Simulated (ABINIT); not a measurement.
# Diamond (Fd-3m, 2 atoms a cell): G0W0 in ABINIT against the plane-wave cutoff, part 2 of 2

Wanted: the cheapest plane-wave cutoff that holds the gap of Diamond (Fd-3m, 2 atoms a cell).

ABINIT 10.8.3; PBE and many-body steps on it, plane waves. Known limits of the many-body steps: not at the basis limit.

So far. Step 5 (Empty states on the mesh, 8×8×8 mesh, 64 bands): On this mesh the gap is 4.189 eV. Step 6 (Screening, 8×8×8 mesh, 56 bands, screening to 261.2 eV): Local fields lower ε∞ by 7 %.

### 8. Screening, 8×8×8 mesh, 56 bands, screening to 261.2 eV

This step: RPA screening on PBE, plane waves, norm-conserving pseudopotentials.

The input, run.abi:

```
acell 3*1.0 Angstrom
rprim 
  -0.000000000000 1.783370000000 1.783370000000
  1.783370000000 0.000000000000 1.783370000000
  1.783370000000 1.783370000000 0.000000000000
ntypat 1
znucl 6
natom 2
typat 1 1
xred 
  0.000000000000 0.000000000000 -0.000000000000
  0.250000000000 0.250000000000 0.250000000000
pp_dirpath "pseudos"
pseudos "C.upf"
ecut 30
ngkpt 8 8 8
nshiftk 1
shiftk 0 0 0
kptopt 1
chksymbreak 0
istwfk *1
occopt 1
irdwfk 1
optdriver 3
nband 56
ecuteps 9.6
inclvkb 2
awtr 1
symchi 1
indata_prefix "in"
outdata_prefix "out"
tmpdata_prefix "tmp"
```

Started as:

```
> OMP_NUM_THREADS=1 mpirun -n 4 abinit run.abi > log
```

Log:

```text
.Version 10.8.3 of ABINIT. v10.8.2 released Aug 2026.

 Symmetries : space group Fd -3 m (#227); Bravais cF (face-center cubic)
[... echo of the input left out ...]
== DATASET  1 ==================================================================
-   mpi_nproc: 4, omp_nthreads: 1 (-1 if OMP is not activated)

--- !DatasetInfo
iteration_state: {dtset: 1, }
dimensions: {natom: 2, nkpt: 29, mband: 56, nsppol: 1, nspinor: 1, nspden: 1, mpw: 620, }
cutoff_energies: {ecut:  30.0, pawecutdg:  -1.0, }
electrons: {nelect:   8.00000000E+00, charge:   0.00000000E+00, occopt:   1.00000000E+00, tsmear:   1.00000000E-02, }

 SCREENING: Calculation of the susceptibility and dielectric matrices

 Based on a program developped by R.W. Godby, V. Olevano, G. Onida, and L. Reining.
 Incorporated in ABINIT by V. Olevano, G.-M. Rignanese, and M. Torrent.
.Using double precision arithmetic ; gwpc =  8

[... cell and pseudopotentials left out ...]
--------------------------------------------------------------------------------

 ==== K-mesh for the wavefunctions ====
 Number of points in the irreducible wedge :    29
[... list of points left out ...]
 Together with 48 symmetry operations and time-reversal symmetry
 yields   512 points in the full Brillouin Zone.

 ==== Q-mesh for the screening function ====
 Number of points in the irreducible wedge :    29
[... list of points left out ...]
 Together with 48 symmetry operations and time-reversal symmetry
 yields   512 points in the full Brillouin Zone.

 setmesh: FFT mesh size selected  =    20x   20x   20
          total number of points  =         8000

 vcoul_init : cutoff-mode = AUXILIARY_FUNCTION
 q-points for optical limit:   1
     1)      0.000010    0.000020    0.000030

- screening: taking advantage of time-reversal symmetry
- Maximum band index for partially occupied states nbvw = 4
- Remaining bands to be divided among processors   nbcw = 52
- Number of bands treated by each node ~13

 Number of electrons calculated from density =    8.0000; Expected =    8.0000
 average of density, n =  0.104505
 r_s =    1.3170
 omega_plasma =   31.1835 [eV]

 calculating chi0 at frequencies [eV] :
  1    0.000000E+00    0.000000E+00
  2    0.000000E+00    3.118352E+01

--------------------------------------------------------------------------------
  q-point number  1        q = ( 0.000000, 0.000000, 0.000000) [r.l.u.]
--------------------------------------------------------------------------------
[... chi0 elements left out ...]
 For q-point:  0.000010 0.000020 0.000030
  dielectric constant =   5.5172
  dielectric constant without local fields =   5.9568

  Average fulfillment of the sum rule on Im[epsilon] for q-point    1 :     85.44  [%]
[... wings left out ...]
  q-point number  2        q = ( 0.125000, 0.000000, 0.000000) [r.l.u.]
--------------------------------------------------------------------------------
[... chi0 elements left out ...]
  Average fulfillment of the sum rule on Im[epsilon] for q-point    2 :     97.24  [%]

 [... 27 further q-points ...]
```

The job ended after 18 s (4 MPI ranks of AMD EPYC 9R45, shared host; peak memory 0.63 GiB).

This step gave:

| Quantity | Value |
| --- | --- |
| ε∞ with local fields, on this mesh, along the program's q direction | 5.517 |
| the same without local fields | 5.957 |
| plasma frequency | 31.18 eV |
| plane waves in the screening matrix | 113 |

### 9. 30 Ha

The self-energy is evaluated for the states that the input lists, and the levels follow from it, in one-shot runs by the linearised quasiparticle equation.

This step: G0W0 on PBE, plane waves, norm-conserving pseudopotentials.

run.abi: that of step 8 with these lines changed.

```diff
@@ -23,8 +23,17 @@
 irdwfk 1
-optdriver 3
+optdriver 4
 nband 56
+gwcalctyp 0
+ecutsigx 30
+symsigma 1
+nkptgw 2
+kptgw 
+  0.0000000000 0.0000000000 0.0000000000
+  0.3750000000 0.3750000000 0.0000000000
+bdgw 
+  2 7
+  3 6
 ecuteps 9.6
-inclvkb 2
-awtr 1
-symchi 1
+irdscr 1
+ppmodel 1
 indata_prefix "in"
```

Log:

```text
.Version 10.8.3 of ABINIT. v10.8.2 released Aug 2026.

 Symmetries : space group Fd -3 m (#227); Bravais cF (face-center cubic)
[... echo of the input left out ...]
== DATASET  1 ==================================================================
-   mpi_nproc: 4, omp_nthreads: 1 (-1 if OMP is not activated)

--- !DatasetInfo
iteration_state: {dtset: 1, }
dimensions: {natom: 2, nkpt: 29, mband: 56, nsppol: 1, nspinor: 1, nspden: 1, mpw: 620, }
cutoff_energies: {ecut:  30.0, pawecutdg:  -1.0, }
electrons: {nelect:   8.00000000E+00, charge:   0.00000000E+00, occopt:   1.00000000E+00, tsmear:   1.00000000E-02, }

 SIGMA: Calculation of the GW corrections

 Based on a program developped by R.W. Godby, V. Olevano, G. Onida, and L. Reining.
 Incorporated in ABINIT by V. Olevano, G.-M. Rignanese, and M. Torrent.
.Using double precision arithmetic ; gwpc =  8

[... cell and pseudopotentials left out ...]
--------------------------------------------------------------------------------

 ==== K-mesh for the wavefunctions ====
 Number of points in the irreducible wedge :    29
[... list of points left out ...]
 Together with 48 symmetry operations and time-reversal symmetry
 yields   512 points in the full Brillouin Zone.

 ==== Q-mesh for screening function ====
 Number of points in the irreducible wedge :    29
[... list of points left out ...]
 Together with 48 symmetry operations and time-reversal symmetry
 yields   512 points in the full Brillouin Zone.

 vcoul_init : cutoff-mode = AUXILIARY_FUNCTION
 q-points for optical limit:   1
     1)      0.000010    0.000020    0.000030
 setmesh: FFT mesh size selected  =    24x   24x   24
          total number of points  =        13824

 Number of electrons calculated from density =    8.0000; Expected =    8.0000
[...]
number of omega for Sigma on real axis              0
 max omega for Sigma on real axis  [eV]           0.00
 zcut for avoiding poles [eV]                     0.10

 EPSILON^-1 parameters (SCR file):
 dimension of the eps^-1 matrix on file            113
 dimension of the eps^-1 matrix used               113
 number of plane-waves for wavefunctions           609
 number of bands                                    56
 number of q-points in IBZ                          29
 number of frequencies                               2
 number of real frequencies                          1
 number of imag frequencies                          1

 matrix elements of self-energy operator (all in [eV])

 Perturbative Calculation

--- !SelfEnergy_ee
iteration_state: {dtset: 1, }
kpoint     : [   0.000,    0.000,    0.000, ]
spin       : 1
KS_gap     :    5.635
QP_gap     :    7.413
Delta_QP_KS:    1.778
data: !SigmaeeData |
     Band     E0 <VxcDFT>   SigX SigC(E0)      Z dSigC/dE  Sig(E)    E-E0       E
        2  10.299 -16.963 -19.290   1.551   0.831  -0.203 -17.608  -0.645   9.655
        3  10.299 -16.963 -19.290   1.551   0.831  -0.203 -17.608  -0.645   9.655
        4  10.299 -16.963 -19.290   1.551   0.831  -0.203 -17.608  -0.645   9.655
[...]
--- !SelfEnergy_ee
iteration_state: {dtset: 1, }
kpoint     : [   0.375,    0.375,    0.000, ]
spin       : 1
KS_gap     :    9.939
QP_gap     :   11.596
Delta_QP_KS:    1.657
data: !SigmaeeData |
     Band     E0 <VxcDFT>   SigX SigC(E0)      Z dSigC/dE  Sig(E)    E-E0       E
[...]
5  14.484 -14.092  -8.674  -4.675   0.842  -0.188 -13.466   0.626  15.111
        6  17.098 -13.237  -7.305  -5.216   0.843  -0.186 -12.633   0.604  17.701

== END DATASET(S) ==============================================================
================================================================================

 -outvars: echo values of variables after computation  --------
           etotal      0.0000000000E+00
            nband          56
             nkpt          29
          spgroup         227
 [... the other variables as echoed above ...]

 Calculation completed.
```

It took 4.5 s on 4 MPI ranks; peak memory 0.7 GiB; 17 s of CPU time.

Numbers from this step:

* G0W0 gap on the points computed: 5.456 eV
* starting gap on the mesh: 4.185 eV
* k of the valence top: 0, 0, 0
* k of the conduction bottom: 0.375, 0.375, 0
* Z at the valence top: 0.831
* Z at the conduction bottom: 0.842
* least direct G0W0 gap on the computed points: 7.413 eV

The gap on the mesh goes from 4.18 eV to 5.46 eV, a correction of +1.27 eV.

### 10. Screening, 8×8×8 mesh, 56 bands, screening to 261.2 eV

This step: RPA screening on PBE, plane waves, norm-conserving pseudopotentials.

run.abi: that of step 9 with these lines changed.

```diff
@@ -14,3 +14,3 @@
 pseudos "C.upf"
-ecut 30
+ecut 37
 ngkpt 8 8 8
@@ -23,17 +23,8 @@
 irdwfk 1
-optdriver 4
+optdriver 3
 nband 56
-gwcalctyp 0
-ecutsigx 30
-symsigma 1
-nkptgw 2
-kptgw 
-  0.0000000000 0.0000000000 0.0000000000
-  0.3750000000 0.3750000000 0.0000000000
-bdgw 
-  2 7
-  3 6
 ecuteps 9.6
-irdscr 1
-ppmodel 1
+inclvkb 2
+awtr 1
+symchi 1
 indata_prefix "in"
```

Log:

```text
.Version 10.8.3 of ABINIT. v10.8.2 released Aug 2026.

 Symmetries : space group Fd -3 m (#227); Bravais cF (face-center cubic)
[... echo of the input left out ...]
== DATASET  1 ==================================================================
-   mpi_nproc: 4, omp_nthreads: 1 (-1 if OMP is not activated)

--- !DatasetInfo
iteration_state: {dtset: 1, }
dimensions: {natom: 2, nkpt: 29, mband: 56, nsppol: 1, nspinor: 1, nspden: 1, mpw: 869, }
cutoff_energies: {ecut:  37.0, pawecutdg:  -1.0, }
[...]
--------------------------------------------------------------------------------
[... chi0 elements left out ...]
 For q-point:  0.000010 0.000020 0.000030
  dielectric constant =   5.5095
  dielectric constant without local fields =   5.9484

  Average fulfillment of the sum rule on Im[epsilon] for q-point    1 :     85.44  [%]
[... wings left out ...]
  q-point number  2        q = ( 0.125000, 0.000000, 0.000000) [r.l.u.]
--------------------------------------------------------------------------------
[... chi0 elements left out ...]
  Average fulfillment of the sum rule on Im[epsilon] for q-point    2 :     97.24  [%]

 [... 27 further q-points ...]
```

Wall time 22 s (4 MPI ranks); peak memory 0.65 GiB; 86 s of CPU time.

Numbers from this step:

| Item | Value |
| --- | --- |
| ε∞ with local fields, on this mesh, along the program's q direction | 5.510 |
| the same without local fields | 5.948 |
| plasma frequency | 31.18 eV |
| plane waves in the screening matrix | 113 |

### 11. 37 Ha

This step: G0W0 on PBE, plane waves, norm-conserving pseudopotentials.

run.abi: that of step 10 with these lines changed.

```diff
@@ -23,8 +23,17 @@
 irdwfk 1
-optdriver 3
+optdriver 4
 nband 56
+gwcalctyp 0
+ecutsigx 37
+symsigma 1
+nkptgw 2
+kptgw 
+  0.0000000000 0.0000000000 0.0000000000
+  0.3750000000 0.3750000000 0.0000000000
+bdgw 
+  2 7
+  3 6
 ecuteps 9.6
-inclvkb 2
-awtr 1
-symchi 1
+irdscr 1
+ppmodel 1
 indata_prefix "in"
```

Log:

```text
.Version 10.8.3 of ABINIT. v10.8.2 released Aug 2026.

 Symmetries : space group Fd -3 m (#227); Bravais cF (face-center cubic)
[... echo of the input left out ...]
== DATASET  1 ==================================================================
-   mpi_nproc: 4, omp_nthreads: 1 (-1 if OMP is not activated)

--- !DatasetInfo
iteration_state: {dtset: 1, }
dimensions: {natom: 2, nkpt: 29, mband: 56, nsppol: 1, nspinor: 1, nspden: 1, mpw: 869, }
cutoff_energies: {ecut:  37.0, pawecutdg:  -1.0, }
[...]
Band     E0 <VxcDFT>   SigX SigC(E0)      Z dSigC/dE  Sig(E)    E-E0       E
[...]
5  14.483 -14.094  -8.673  -4.677   0.842  -0.188 -13.467   0.627  15.110
        6  17.096 -13.238  -7.304  -5.217   0.843  -0.186 -12.633   0.605  17.701

== END DATASET(S) ==============================================================
================================================================================

 -outvars: echo values of variables after computation  --------
           etotal      0.0000000000E+00
            nband          56
             nkpt          29
          spgroup         227
 [... the other variables as echoed above ...]

 Calculation completed.
```

Run time: 5.4 s. Hardware: 4 MPI ranks; peak memory 0.66 GiB; 21 s of CPU time.

Numbers from this step:

* G0W0 gap on the points computed: 5.467 eV
* starting gap on the mesh: 4.190 eV
* k of the valence top: 0, 0, 0
* k of the conduction bottom: 0.375, 0.375, 0
* least direct G0W0 gap on the computed points: 7.408 eV

Against the run before, the gap moves by +0.011 eV.

### 12. Screening, 8×8×8 mesh, 56 bands, screening to 261.2 eV

This step: RPA screening on PBE, plane waves, norm-conserving pseudopotentials.

run.abi: that of step 11 with these lines changed.

```diff
@@ -14,3 +14,3 @@
 pseudos "C.upf"
-ecut 37
+ecut 46
 ngkpt 8 8 8
@@ -23,17 +23,8 @@
 irdwfk 1
-optdriver 4
+optdriver 3
 nband 56
-gwcalctyp 0
-ecutsigx 37
-symsigma 1
-nkptgw 2
-kptgw 
-  0.0000000000 0.0000000000 0.0000000000
-  0.3750000000 0.3750000000 0.0000000000
-bdgw 
-  2 7
-  3 6
 ecuteps 9.6
-irdscr 1
-ppmodel 1
+inclvkb 2
+awtr 1
+symchi 1
 indata_prefix "in"
```

Log:

```text
.Version 10.8.3 of ABINIT. v10.8.2 released Aug 2026.

 Symmetries : space group Fd -3 m (#227); Bravais cF (face-center cubic)
[... echo of the input left out ...]
== DATASET  1 ==================================================================
-   mpi_nproc: 4, omp_nthreads: 1 (-1 if OMP is not activated)

--- !DatasetInfo
iteration_state: {dtset: 1, }
dimensions: {natom: 2, nkpt: 29, mband: 56, nsppol: 1, nspinor: 1, nspden: 1, mpw: 1158, }
cutoff_energies: {ecut:  46.0, pawecutdg:  -1.0, }
[...]
--------------------------------------------------------------------------------
[... chi0 elements left out ...]
 For q-point:  0.000010 0.000020 0.000030
  dielectric constant =   5.5098
  dielectric constant without local fields =   5.9488

  Average fulfillment of the sum rule on Im[epsilon] for q-point    1 :     85.44  [%]
[... wings left out ...]
  q-point number  2        q = ( 0.125000, 0.000000, 0.000000) [r.l.u.]
--------------------------------------------------------------------------------
[... chi0 elements left out ...]
  Average fulfillment of the sum rule on Im[epsilon] for q-point    2 :     97.24  [%]

 [... 27 further q-points ...]
```

Wall time 46 s (4 MPI ranks); peak memory 0.88 GiB.

Numbers from this step:

| Quantity | Value |
| --- | --- |
| ε∞ with local fields, on this mesh, along the program's q direction | 5.510 |
| the same without local fields | 5.949 |
| plasma frequency | 31.18 eV |
| plane waves in the screening matrix | 113 |

### 13. 46 Ha

This step: G0W0 on PBE, plane waves, norm-conserving pseudopotentials.

run.abi: that of step 12 with these lines changed.

```diff
@@ -23,8 +23,17 @@
 irdwfk 1
-optdriver 3
+optdriver 4
 nband 56
+gwcalctyp 0
+ecutsigx 46
+symsigma 1
+nkptgw 2
+kptgw 
+  0.0000000000 0.0000000000 0.0000000000
+  0.3750000000 0.3750000000 0.0000000000
+bdgw 
+  2 7
+  3 6
 ecuteps 9.6
-inclvkb 2
-awtr 1
-symchi 1
+irdscr 1
+ppmodel 1
 indata_prefix "in"
```

Log:

```text
.Version 10.8.3 of ABINIT. v10.8.2 released Aug 2026.

 Symmetries : space group Fd -3 m (#227); Bravais cF (face-center cubic)
[... echo of the input left out ...]
== DATASET  1 ==================================================================
-   mpi_nproc: 4, omp_nthreads: 1 (-1 if OMP is not activated)

--- !DatasetInfo
iteration_state: {dtset: 1, }
dimensions: {natom: 2, nkpt: 29, mband: 56, nsppol: 1, nspinor: 1, nspden: 1, mpw: 1158, }
cutoff_energies: {ecut:  46.0, pawecutdg:  -1.0, }
[...]
Band     E0 <VxcDFT>   SigX SigC(E0)      Z dSigC/dE  Sig(E)    E-E0       E
[...]
5  14.482 -14.094  -8.673  -4.677   0.842  -0.188 -13.468   0.627  15.109
        6  17.096 -13.238  -7.304  -5.217   0.843  -0.186 -12.634   0.605  17.700

== END DATASET(S) ==============================================================
================================================================================

 -outvars: echo values of variables after computation  --------
           etotal      0.0000000000E+00
            nband          56
             nkpt          29
          spgroup         227
 [... the other variables as echoed above ...]

 Calculation completed.
```

Elapsed: 5.2 s, on 4 MPI ranks; peak memory 0.87 GiB; 20 s of CPU time.

This step gave:

| Item | Value |
| --- | --- |
| G0W0 gap on the points computed | 5.466 eV |
| starting gap on the mesh | 4.189 eV |
| k of the valence top | 0, 0, 0 |
| k of the conduction bottom | 0.375, 0.375, 0 |
| least direct G0W0 gap on the computed points | 7.406 eV |

Against the run before, the gap moves by −0.001 eV.

### 14. The runs together

Times are wall times on 4 MPI ranks of AMD EPYC 9R45, shared host, good to a factor of about two. A run's time includes the screening step that it read.

```csv
run,mesh,bands,screening cutoff (eV),DFT gap (eV),gap on the mesh (eV),direct (eV),ε∞ used,time
22 Ha,8×8×8,56,261.2,4.052,5.325,7.418,5.54,22 s
30 Ha,8×8×8,56,261.2,4.185,5.456,7.413,5.52,22 s
37 Ha,8×8×8,56,261.2,4.190,5.467,7.408,5.51,27 s
46 Ha,8×8×8,56,261.2,4.189,5.466,7.406,5.51,51 s
```

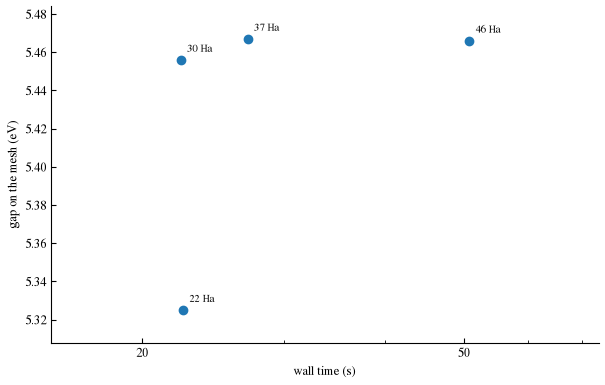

Result against wall time.

### 15. Outcome

```yaml
22_ha: 5.325 eV
30_ha: 5.456 eV
37_ha: 5.467 eV
46_ha: 5.466 eV
known_limits: not at the basis limit
```

In words: The setting moved: plane-wave cutoff. From 22 Ha to 46 Ha the gap moves by +0.14 eV, for 2.3 times the time. It holds to 0.03 eV from 30 Ha on. Bands and screening cutoff are coupled, so a series along one setting does not show full convergence. Bands and cutoff are finite, so the gap is not at the basis limit. The miss can reach some tenths of an eV and take either sign; the mesh is an error of its own. In the G0W0 runs levels were corrected at 2 k points alone, so a gap called «on the mesh» is the least over those, and an edge elsewhere would be missed.

[Paths, hosts, dates, memory and timing lines, banners, echoed tables and standing remarks are left out of the program output.]

[Logs are printed without paths, hosts, clocks, repeated set-up lines and the standing remarks that a program may print on its own settings, such as how far it seeks lower states.]

[Runs of the session that timed out or met a known fault of the program may be left out.]

[Hosts, paths, dates, database ids (printed as entryN), source tags and the programs' standing remarks are cut or masked in the printed files.]

[G0W0 gaps are taken among the corrected bands and points alone; a level outside them can change the order at an edge.]

[Where Ansatz stands beside ABINIT at settings called matched, ABINIT's density can come from a denser mesh and the files from another edition; pairs whose starting gaps differed by over 0.03 eV were left out, so agreement reads better than it is.]
